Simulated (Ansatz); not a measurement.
**GeC+ (doublet): the correlation ladder at distance Ge1–C2 = 6.489 Å, cc-pVDZ**

How much of the correlation energy of GeC+ (doublet) does each wave-function method recover here?

Computed with Ansatz 0.2.0, Gaussian basis. Level: cc-pVDZ, core rule «outside noble gas», up to 15 orbitals frozen.

The runs, in order: UHF; CCSD(T) on UHF; BCCD(T) on ROHF; CISD as a restricted active space (open shells left free, so some higher excitations enter); CCSDT(Q) on UHF; CASSCF and NEVPT2, 3 electrons in 3 orbitals; CASSCF and MRCISD+Q, 7 electrons in 8 orbitals; CASSCF and NEVPT4(SD), 7 electrons in 8 orbitals; CASSCF and NEVPT2, 7 electrons in 8 orbitals.

20 further runs of the same task are left out: 5 for a known fault of the program, 13 that didn't finish, 2 set aside as unsound or not needed. Runs told in other sessions of the task aren't counted.

## (1) What is computed

The geometry derives from a PBE0/def2-TZVP stationary point (not a proven minimum). One bond is set to the value named and the two fragments are kept rigid. No spin-orbit coupling is included. The filled d shell of Ge may be among the frozen orbitals whatever the setting's name suggests.

2 atoms, charge 1, spin multiplicity 2.

Atoms are counted from 1 here; the program's logs count them from 0.

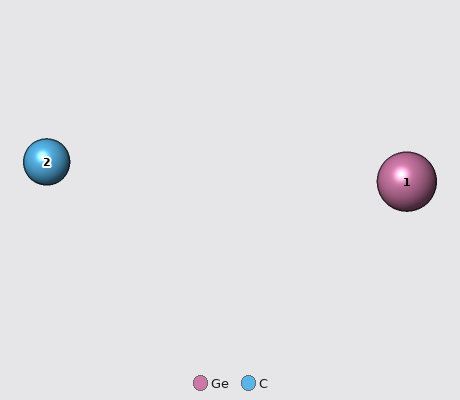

The geometry (germanium pink, carbon blue); atoms are numbered from 1 in the order of the file.

In the tables R marks a restricted open-shell determinant and U an unrestricted one; 'pair' is the active space of 3 electrons in 3 orbitals; 'valence' is the active space of 7 electrons in 8 orbitals; energies count from the table's Hartree-Fock row.

## (2) UHF

Contents of in.yaml:

```yaml
crystal:
  periodic: [false, false, false]
  atoms:
    - {symbol: Ge, position_ang: [0.000000, 0.000000, 0.000000]}
    - {symbol: C, position_ang: [0.000000, 0.000000, 6.489000]}
basis:
  gaussian: {orbitals: cc-pVDZ}
total_charge: 1
magnetization: {spin_polarized: true, initial_magnetization: 1}
hamiltonian: {xc: hf}
output: {orbitals: {seedname: orbitals}}
```

Run with:

```console
> ansatz run in.yaml --threads 1 --pin off --events-out ev --progress --plain --max-ram 2393MiB
```

What it wrote, cut to the lines that bear on the results:

```text
Functional definition: HF
  name "HF"
  cite "Fock, Z. Phys. 61, 126 (1930) doi:10.1007/BF01340294"
  parent pbe
[...]
462 factors; integrals over basis functions are off by at most 1.9e-4 eV
[...]
mean field -57489.64260991 eV, -2112.7053980349 hartree, gradient 2.2e-6 eV, S^2 1.765598; 15 other end points of the search recorded, 0 dependent functions left out
reference -57489.64260991 eV, -2112.7053980349 hartree; 19, 18 occupied and 22, 23 virtual orbitals, 462 factors
Total energy: -57489.64260991 eV, -2112.7053980349 hartree
```

It took 7.5 s on 1 thread of Intel Xeon at 2.60GHz, shared host.

From the report: ⟨S²⟩ of the determinant 1.766 (pure doublet: 0.75). The determinant of HF (⟨S²⟩ 1.77) is far from a pure spin state, so its energy mixes those of several spin states; that is harmless only where they are near-degenerate.

## (3) CCSD(T) on UHF

in.yaml: that of step 2 with these lines changed.

```diff
@@ -9,3 +9,2 @@
 magnetization: {spin_polarized: true, initial_magnetization: 1}
-hamiltonian: {xc: hf}
-output: {orbitals: {seedname: orbitals}}
+correlation: {method: ccsd_t, electrons: outside_noble_gas}
```

The command is unchanged.

What it wrote, cut to the lines that bear on the results:

```text
Functional definition: HF
  name "HF"
  cite "Fock, Z. Phys. 61, 126 (1930) doi:10.1007/BF01340294"
  parent pbe
[...]
462 factors; integrals over basis functions are off by at most 1.9e-4 eV
[...]
mean field -57489.64260991 eV, -2112.7053980349 hartree, gradient 9.5e-9 eV, S^2 1.765598; 43 other end points of the search recorded, 0 dependent functions left out
determinant -57489.64260991 eV, -2112.7053980349 hartree, with singles and doubles -57492.89885776 eV, -2112.8250629363 hartree
determinant -57489.64192312 eV, -2112.7053727956 hartree, with singles and doubles -57492.89823536 eV, -2112.8250400634 hartree
determinant -57489.63928650 eV, -2112.7052759017 hartree, with singles and doubles -57492.89585619 eV, -2112.8249526305 hartree
determinant -57489.61140820 eV, -2112.7042513930 hartree, with singles and doubles -57492.86809229 eV, -2112.8239323260 hartree
[...]
determinant -57488.98412282 eV, -2112.6811990804 hartree, with singles and doubles -57492.45177639 eV, -2112.8086329989 hartree
determinant -57488.98407307 eV, -2112.6811972523 hartree, with singles and doubles -57492.45172824 eV, -2112.8086312294 hartree
determinant -57488.95510959 eV, -2112.6801328642 hartree, with singles and doubles -57492.42461146 eV, -2112.8076347061 hartree
determinant -57488.95162520 eV, -2112.6800048152 hartree, with singles and doubles -57492.42159588 eV, -2112.8075238854 hartree
15 core orbitals not correlated: weight in the atoms' cores, before any rotation towards them, 1.000 or more for the frozen orbitals, at most 0.000 for the correlated occupied ones
reference -57489.64260991 eV, -2112.7053980349 hartree; 4, 3 occupied and 22, 23 virtual orbitals, 462 factors
second order -2.26047694 eV of doubles, -0.00000000 eV of singles
cycle   1  -3.25679834 eV  change   -3.5e-7 eV  update   4.5e-6
perturbative correction -0.03743038 eV, -0.0013755410 hartree
Total energy: -57492.93683863 eV, -2112.8264587073 hartree
```

Run time: 27 s. Hardware: 1 thread of Intel Xeon at 2.60GHz, shared host.

From the report: ⟨S²⟩ of the determinant 1.766 (pure doublet: 0.75); correlation -3.2942 eV; T1 0.008; largest double amplitude 0.12. The determinant of CCSD(T) (⟨S²⟩ 1.77) is far from a pure spin state, so its energy mixes those of several spin states; high orders of coupled cluster remove much of that, low ones don't.

## (4) BCCD(T) on ROHF

in.yaml: that of step 3 with these lines changed.

```diff
@@ -8,3 +8,3 @@
 total_charge: 1
-magnetization: {spin_polarized: true, initial_magnetization: 1}
-correlation: {method: ccsd_t, electrons: outside_noble_gas}
+magnetization: {spin_polarized: false, initial_magnetization: 1}
+correlation: {method: bccd_t, electrons: outside_noble_gas}
```

The command is unchanged.

What it wrote, cut to the lines that bear on the results:

```text
Functional definition: HF
  name "HF"
  cite "Fock, Z. Phys. 61, 126 (1930) doi:10.1007/BF01340294"
  parent pbe
[...]
462 factors; integrals over basis functions are off by at most 1.9e-4 eV
[...]
mean field -57487.11810892 eV, -2112.6126243348 hartree, gradient 3.4e-6 eV, S^2 0.750000; 32 other end points of the search recorded, 0 dependent functions left out
[...]
determinant -57487.11810892 eV, -2112.6126243348 hartree, with singles and doubles -57491.21209268 eV, -2112.7630754630 hartree
determinant -57487.10852347 eV, -2112.6122720760 hartree, with singles and doubles -57491.23744667 eV, -2112.7640072046 hartree
determinant -57487.04949669 eV, -2112.6101028816 hartree, with singles and doubles -57491.19255036 eV, -2112.7623572957 hartree
determinant -57487.04658936 eV, -2112.6099960394 hartree, with singles and doubles -57491.19072336 eV, -2112.7622901549 hartree
[...]
determinant -57483.69076841 eV, -2112.4866718940 hartree, with singles and doubles -57491.13911844 eV, -2112.7603937091 hartree
determinant -57483.69076841 eV, -2112.4866718940 hartree, with singles and doubles -57492.88657582 eV, -2112.8246115834 hartree
unrestricted determinant -57489.64260991 eV, -2112.7053980350 hartree, S^2 1.7656
15 core orbitals not correlated: weight in the atoms' cores, before any rotation towards them, 1.000 or more for the frozen orbitals, at most 0.000 for the correlated occupied ones
reference -57485.30633945 eV, -2112.5460430347 hartree; 4, 3 occupied and 22, 23 virtual orbitals, 462 factors
second order -5.04260871 eV of doubles, -0.09399980 eV of singles
cycle   1  -8.64031882 eV  change    -1.1e0 eV  update   1.8e-1
[...]
cycle  24  -7.58224168 eV  change   -1.5e-6 eV  update   1.8e-6
perturbative correction -0.03875382 eV, -0.0014241768 hartree
WARN: these amplitudes may be one of several solutions (largest doubles amplitude 0.12, level shift 7.48 eV)
Total energy: -57492.92733496 eV, -2112.8261094539 hartree
```

Wall time 28 s (1 thread of Intel Xeon at 2.60GHz, shared host).

From the report: correlation -7.6210 eV; largest double amplitude 0.12. The report flags that the cluster equations may have other roots.

## (5) CISD as a restricted active space (open shells left free, so some higher excitations enter)

in.yaml: that of step 4 with these lines changed.

```diff
@@ -9,2 +9,2 @@
 magnetization: {spin_polarized: false, initial_magnetization: 1}
-correlation: {method: bccd_t, electrons: outside_noble_gas}
+correlation: {active_space: {ras: {orbitals: [3, 1, 22], electrons: 7, max_holes: 2, max_particles: 2}, fixed_orbitals: true}}
```

Launched as before.

What it wrote, cut to the lines that bear on the results:

```text
Functional definition: HF
  name "HF"
  cite "Fock, Z. Phys. 61, 126 (1930) doi:10.1007/BF01340294"
  parent pbe
[...]
462 factors; integrals over basis functions are off by at most 1.9e-4 eV
[...]
mean field -57487.11810892 eV, -2112.6126243348 hartree, gradient 3.4e-6 eV, S^2 0.750000; 24 other end points of the search recorded, 0 dependent functions left out
reference -57487.11810892 eV, -2112.6126243348 hartree; 19, 18 occupied and 22, 23 virtual orbitals, 462 factors
state -57490.84685918 eV, -2112.7496533793 hartree
Total energy: -57490.84685918 eV, -2112.7496533793 hartree
```

It took 6 s on 1 thread of Intel Xeon at 2.60GHz, shared host.

From the report: 3,342 determinants.

## (6) CCSDT(Q) on UHF

Contents of in.yaml:

```yaml
crystal:
  periodic: [false, false, false]
  atoms:
    - {symbol: Ge, position_ang: [0.000000, 0.000000, 0.000000]}
    - {symbol: C, position_ang: [0.000000, 0.000000, 6.489000]}
basis:
  gaussian: {orbitals: cc-pVDZ}
total_charge: 1
magnetization: {spin_polarized: true, initial_magnetization: 1}
correlation: {method: ccsdt_q, electrons: outside_noble_gas}
```

Launched as before.

What it wrote, cut to the lines that bear on the results:

```text
Functional definition: HF
  name "HF"
  cite "Fock, Z. Phys. 61, 126 (1930) doi:10.1007/BF01340294"
  parent pbe
[...]
707 factors; integrals over basis functions are off by at most 6.5e-8 eV
[...]
mean field -57489.64261642 eV, -2112.7053982742 hartree, gradient 3.2e-10 eV, S^2 1.765599; 41 other end points of the search recorded, 0 dependent functions left out
determinant -57489.64261642 eV, -2112.7053982742 hartree, with singles and doubles -57492.89887534 eV, -2112.8250635823 hartree
determinant -57489.64192963 eV, -2112.7053730350 hartree, with singles and doubles -57492.89825308 eV, -2112.8250407148 hartree
determinant -57489.63929310 eV, -2112.7052761444 hartree, with singles and doubles -57492.89587387 eV, -2112.8249532801 hartree
determinant -57489.61141495 eV, -2112.7042516411 hartree, with singles and doubles -57492.86811027 eV, -2112.8239329868 hartree
[...]
determinant -57488.98407736 eV, -2112.6811974099 hartree, with singles and doubles -57492.45174845 eV, -2112.8086319723 hartree
determinant -57488.95511290 eV, -2112.6801329858 hartree, with singles and doubles -57492.42463207 eV, -2112.8076354635 hartree
determinant -57488.95162838 eV, -2112.6800049321 hartree, with singles and doubles -57492.42161529 eV, -2112.8075245990 hartree
15 core orbitals not correlated: weight in the atoms' cores, before any rotation towards them, 1.000 or more for the frozen orbitals, at most 0.000 for the correlated occupied ones
reference -57489.64261642 eV, -2112.7053982742 hartree; 4, 3 occupied and 22, 23 virtual orbitals, 707 factors
second order -2.26048773 eV of doubles, -0.00000000 eV of singles
cycle   1  -2.91159731 eV  change   -6.5e-1 eV  update   7.0e-2
[...]
cycle  57  -3.30817064 eV  change   -4.8e-9 eV  update   6.7e-7
perturbative correction -0.00058754 eV, -0.0000215915 hartree
Total energy: -57492.95137460 eV, -2112.8269928945 hartree
```

It took 48 s on 1 thread of Intel Xeon at 2.60GHz, shared host.

From the report: ⟨S²⟩ of the determinant 1.766 (pure doublet: 0.75); correlation -3.3088 eV; T1 0.008; largest double amplitude 0.13. The determinant of CCSDT(Q) (⟨S²⟩ 1.77) is far from a pure spin state, so its energy mixes those of several spin states; high orders of coupled cluster remove much of that, low ones don't.

## (7) CASSCF and NEVPT2, 3 electrons in 3 orbitals

Contents of in.yaml:

```yaml
crystal:
  periodic: [false, false, false]
  atoms:
    - {symbol: Ge, position_ang: [0.000000, 0.000000, 0.000000]}
    - {symbol: C, position_ang: [0.000000, 0.000000, 6.489000]}
basis:
  gaussian: {orbitals: cc-pVDZ}
total_charge: 1
magnetization: {spin_polarized: false, initial_magnetization: 1}
correlation: {method: sc_nevpt2, electrons: outside_noble_gas, active_space: {window: {electrons: 3, orbitals: 3}}}
```

The command is unchanged.

What it wrote, cut to the lines that bear on the results:

```text
Functional definition: HF
  name "HF"
  cite "Fock, Z. Phys. 61, 126 (1930) doi:10.1007/BF01340294"
  parent pbe
[...]
462 factors; integrals over basis functions are off by at most 1.9e-4 eV
[...]
mean field -57487.11810892 eV, -2112.6126243348 hartree, gradient 3.4e-6 eV, S^2 0.750000; 24 other end points of the search recorded, 0 dependent functions left out
reference -57487.11810892 eV, -2112.6126243348 hartree; 19, 18 occupied and 22, 23 virtual orbitals, 462 factors
state -57489.43505163 eV, -2112.6977704086 hartree
state -57489.43505163 eV, -2112.6977704086 hartree; corrected -57491.93427432 eV, -2112.7896151485 hartree
state -57487.65893129 eV, -2112.6324991901 hartree
state -57487.65893129 eV, -2112.6324991901 hartree; corrected -57489.96437027 eV, -2112.7172225098 hartree
state -57489.43505163 eV, -2112.6977704086 hartree; corrected -57491.93427432 eV, -2112.7896151485 hartree
state -57487.47633544 eV, -2112.6257889164 hartree
state -57487.47633544 eV, -2112.6257889164 hartree; corrected -57489.90330396 eV, -2112.7149783644 hartree
state -57489.43505163 eV, -2112.6977704086 hartree; corrected -57491.93427432 eV, -2112.7896151485 hartree
state -57487.64257312 eV, -2112.6318980383 hartree
state -57487.64257312 eV, -2112.6318980383 hartree; corrected -57489.96235329 eV, -2112.7171483872 hartree
state -57489.43505163 eV, -2112.6977704086 hartree; corrected -57491.93427432 eV, -2112.7896151485 hartree
the orbitals are reached from a further start. From the first start the search ends at -57487.65866166 eV, -2112.6324892815 hartree
Total energy: -57491.93427432 eV, -2112.7896151485 hartree
```

Run time: 23 s. Hardware: 1 thread of Intel Xeon at 2.60GHz, shared host.

From the report: 9 determinants; active occupations 1.00, 1.00, 1.00.

## (8) CASSCF and MRCISD+Q, 7 electrons in 8 orbitals

Contents of in.yaml:

```yaml
crystal:
  periodic: [false, false, false]
  atoms:
    - {symbol: Ge, position_ang: [0.000000, 0.000000, 0.000000]}
    - {symbol: C, position_ang: [0.000000, 0.000000, 6.489000]}
basis:
  gaussian: {orbitals: cc-pVDZ}
total_charge: 1
magnetization: {spin_polarized: false, initial_magnetization: 1}
correlation: {method: fic_mrcisd_q, electrons: outside_noble_gas, active_space: {window: {electrons: 7, orbitals: 8}, shells: [{species: C, l: s, shell: 2}, {species: C, l: p, shell: 2}, {species: Ge, l: s, shell: 4}, {species: Ge, l: p, shell: 4}]}}
```

Launched as before.

What it wrote, cut to the lines that bear on the results:

```text
Functional definition: HF
  name "HF"
  cite "Fock, Z. Phys. 61, 126 (1930) doi:10.1007/BF01340294"
  parent pbe
[...]
707 factors; integrals over basis functions are off by at most 6.5e-8 eV
[...]
mean field -57487.11811028 eV, -2112.6126243846 hartree, gradient 1.7e-6 eV, S^2 0.750000; 25 other end points of the search recorded, 0 dependent functions left out
reference -57487.11811028 eV, -2112.6126243846 hartree; 19, 18 occupied and 22, 23 virtual orbitals, 707 factors
state -57490.61331192 eV, -2112.7410706756 hartree
contracted CI cycle   1: correlation 0.00000000 eV, 0.0000000000 hartree, residual 1.05e1 eV
contracted CI cycle   2: correlation -2.20515234 eV, -0.0810378537 hartree, residual 1.64e0 eV
contracted CI cycle   3: correlation -2.25390829 eV, -0.0828296021 hartree, residual 1.83e-1 eV
contracted CI cycle   4: correlation -2.25461305 eV, -0.0828555014 hartree, residual 3.32e-2 eV
contracted CI cycle   5: correlation -2.25463484 eV, -0.0828563020 hartree, residual 5.31e-3 eV
contracted CI cycle   6: correlation -2.25463541 eV, -0.0828563230 hartree, residual 1.09e-3 eV
contracted CI cycle   7: correlation -2.25463543 eV, -0.0828563238 hartree, residual 1.95e-4 eV
state -57490.61331192 eV, -2112.7410706756 hartree; corrected -57492.98426864 eV, -2112.8282017280 hartree
Total energy: -57492.98426864 eV, -2112.8282017280 hartree
Checks for a lower state left out: starts, orbital_swaps
```

Run time: 10 s. Hardware: 1 thread of Intel Xeon at 2.60GHz, shared host.

From the report: 960 determinants; active occupations 1.95, 1.94, 1.00, 1.00, 1.00, 0.05, 0.03, 0.03.

## (9) CASSCF and NEVPT4(SD), 7 electrons in 8 orbitals

Contents of in.yaml:

```yaml
crystal:
  periodic: [false, false, false]
  atoms:
    - {symbol: Ge, position_ang: [0.000000, 0.000000, 0.000000]}
    - {symbol: C, position_ang: [0.000000, 0.000000, 6.489000]}
basis:
  gaussian: {orbitals: cc-pVDZ}
total_charge: 1
magnetization: {spin_polarized: false, initial_magnetization: 1}
correlation: {method: fic_nevpt4_sd, electrons: outside_noble_gas, active_space: {window: {electrons: 7, orbitals: 8}, shells: [{species: C, l: s, shell: 2}, {species: C, l: p, shell: 2}, {species: Ge, l: s, shell: 4}, {species: Ge, l: p, shell: 4}]}}
```

Same command.

What it wrote, cut to the lines that bear on the results:

```text
Functional definition: HF
  name "HF"
  cite "Fock, Z. Phys. 61, 126 (1930) doi:10.1007/BF01340294"
  parent pbe
[...]
707 factors; integrals over basis functions are off by at most 6.5e-8 eV
[...]
mean field -57487.11811028 eV, -2112.6126243846 hartree, gradient 1.7e-6 eV, S^2 0.750000; 25 other end points of the search recorded, 0 dependent functions left out
reference -57487.11811028 eV, -2112.6126243846 hartree; 19, 18 occupied and 22, 23 virtual orbitals, 707 factors
state -57490.61331192 eV, -2112.7410706756 hartree
state -57490.61331192 eV, -2112.7410706756 hartree; corrected -57492.92592623 eV, -2112.8260576843 hartree
Total energy: -57492.92592623 eV, -2112.8260576843 hartree
Checks for a lower state left out: starts, orbital_swaps
```

Run time: 10 s. Hardware: 1 thread of Intel Xeon at 2.60GHz, shared host.

From the report: 960 determinants; active occupations 1.95, 1.94, 1.00, 1.00, 1.00, 0.05, 0.03, 0.03.

## (10) CASSCF and NEVPT2, 7 electrons in 8 orbitals

Contents of in.yaml:

```yaml
crystal:
  periodic: [false, false, false]
  atoms:
    - {symbol: Ge, position_ang: [0.000000, 0.000000, 0.000000]}
    - {symbol: C, position_ang: [0.000000, 0.000000, 6.489000]}
basis:
  gaussian: {orbitals: cc-pVDZ}
total_charge: 1
magnetization: {spin_polarized: false, initial_magnetization: 1}
correlation: {method: sc_nevpt2, electrons: outside_noble_gas, active_space: {window: {electrons: 7, orbitals: 8}, shells: [{species: C, l: s, shell: 2}, {species: C, l: p, shell: 2}, {species: Ge, l: s, shell: 4}, {species: Ge, l: p, shell: 4}]}}
```

The command is unchanged.

What it wrote, cut to the lines that bear on the results:

```text
Functional definition: HF
  name "HF"
  cite "Fock, Z. Phys. 61, 126 (1930) doi:10.1007/BF01340294"
  parent pbe
[...]
707 factors; integrals over basis functions are off by at most 6.5e-8 eV
[...]
mean field -57487.11811028 eV, -2112.6126243846 hartree, gradient 1.7e-6 eV, S^2 0.750000; 25 other end points of the search recorded, 0 dependent functions left out
reference -57487.11811028 eV, -2112.6126243846 hartree; 19, 18 occupied and 22, 23 virtual orbitals, 707 factors
state -57490.61331192 eV, -2112.7410706756 hartree
state -57490.61331192 eV, -2112.7410706756 hartree; corrected -57492.37334680 eV, -2112.8057507645 hartree
Total energy: -57492.37334680 eV, -2112.8057507645 hartree
Checks for a lower state left out: starts, orbital_swaps
```

Wall time 9.5 s (1 thread of Intel Xeon at 2.60GHz, shared host).

From the report: 960 determinants; active occupations 1.95, 1.94, 1.00, 1.00, 1.00, 0.05, 0.03, 0.03.

## (11) Natural occupations

Natural occupations of the CASSCF valence state about the gap (report; correlated orbitals 1 to 8): 1.955, 1.938, 1.000, 1.000, 1.000, 0.045, 0.031, 0.031. The count of effectively unpaired electrons, Σ n²(2 − n)², is 3.04; a single determinant of this spin has 1.

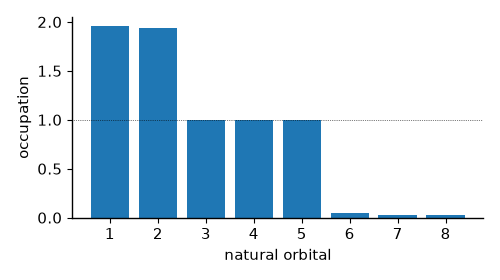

Natural occupations of the CASSCF valence state.

## (12) Misses and costs

No level here is safe as a reference; UCCSDT(Q) serves as a yardstick only. Rows without a time are mean-field rows or come out of runs for another level: lower rungs of the coupled-cluster runs, CASSCF and MRCISD of the multireference runs, or the Hartree-Fock search.

Differences are taken before rounding.

```csv
method,energy from the lowest UHF (kJ/mol),from UCCSDT(Q) (kJ/mol),time
UHF,0.0,+319.2,
UMP2,-218.1,+101.1,
UCCSD,-314.2,+5.0,
UCCSD(T),-317.8,+1.4,27 s
BCCD(T),-316.9,+2.3,28 s
UCCSDT,-319.2,+0.1,
UCCSDT(Q),-319.2,0,48 s
CASSCF pair,20.0,+339.3,
NEVPT2 pair,-221.1,+98.1,23 s
CASSCF valence,-93.7,+225.6,
NEVPT2 valence,-263.5,+55.8,9.5 s
NEVPT4(SD) valence,-316.8,+2.5,10 s
MRCISD valence,-311.2,+8.0,
MRCISD+Q valence,-322.4,-3.2,10 s
```

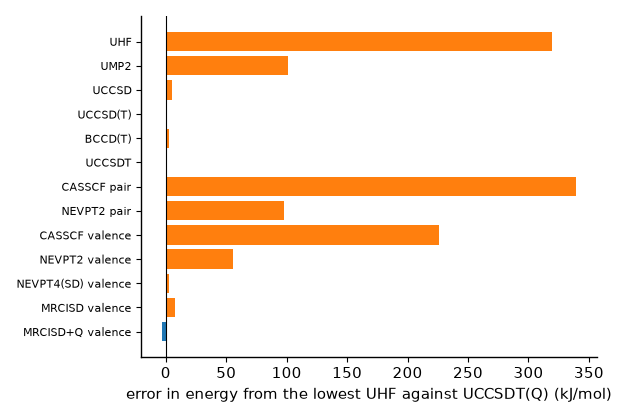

Error of each method against UCCSDT(Q).

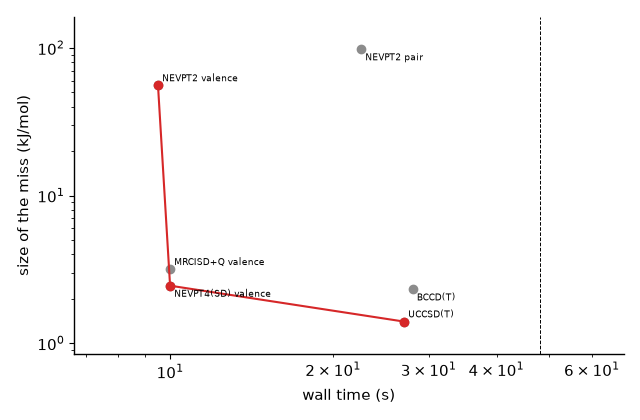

Accuracy for the time spent; red marks the levels that beat every quicker one drawn (of those quicker than the yardstick), and the dashed line is the time of UCCSDT(Q). Times are from a shared host.

Not comparable, so not listed: CISD as a restricted active space (open shells left free, so some higher excitations enter) (they don't share determinant, frozen orbitals or solution with the rows shown, or repeat one).

The program flags BCCD(T) as in doubt (see the logs), so those rows may rest on another solution.

## (13) Summary of results

| quantity | value |
| --- | --- |
| UCCSDT(Q) from the UHF energy | -3.3088 eV |
| UMP2 from UCCSDT(Q) | +101.1 kJ/mol |
| UCCSD(T) from UCCSDT(Q) | +1.4 kJ/mol |
| NEVPT2 pair from UCCSDT(Q) | +98.1 kJ/mol |
| NEVPT2 valence from UCCSDT(Q) | +55.8 kJ/mol |
| NEVPT4(SD) valence from UCCSDT(Q) | +2.5 kJ/mol |
| effectively unpaired electrons | 3.04 |

UCCSD(T) misses by +1.4 kJ/mol, 0.4 % of the correlation energy. The occupations show strong static correlation (3.0 unpaired electrons where one determinant has 1). Warnings: spin contamination.
